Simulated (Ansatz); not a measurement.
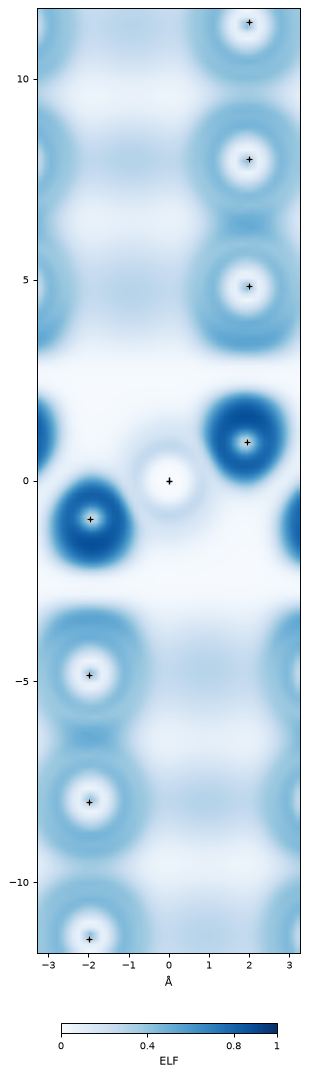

The electron localisation function on a plane through atoms (crosses mark nuclei in the plane).

Method: Ansatz, DFT PBE, scalar-relativistic, plane waves, PAW.

Candidates:
A. SrMgTa3Sb, a = 5.75 Å, b = 4.67 Å, c = 6.02 Å, α = 90.00°, β = 115.66°, γ = 90.00°. Space group P2/m; a generated structure, not necessarily the stable one.
B. BeSn2S3, a = 18.06 Å, b = 3.64 Å, c = 5.27 Å, α = 90.00°, β = 100.91°, γ = 90.00°. Space group Cm; a generated structure, not necessarily the stable one.
C. SnBi5O2, a = 5.85 Å, b = 3.38 Å, c = 22.88 Å, α = 89.97°, β = 94.68°, γ = 90.00°. Space group C2/m; a generated structure, not necessarily the stable one; changed on purpose from its base cell (volume × 1.06, shape and atoms relaxed); computed without spin polarisation.

Which system is this?

Answer. Candidate C: SnBi5O2 on the (010) plane of the conventional cell, which holds Sn, Bi and O. Sn–O (2.18 Å): the ELF peaks at about 0.80 in the valence shell of O, 0.6 Å from its nucleus, and is about 0.25 at the midpoint; no localised pair shows between them. Bi–Bi (3.17 Å): the ELF reaches about 0.50 near the midpoint.
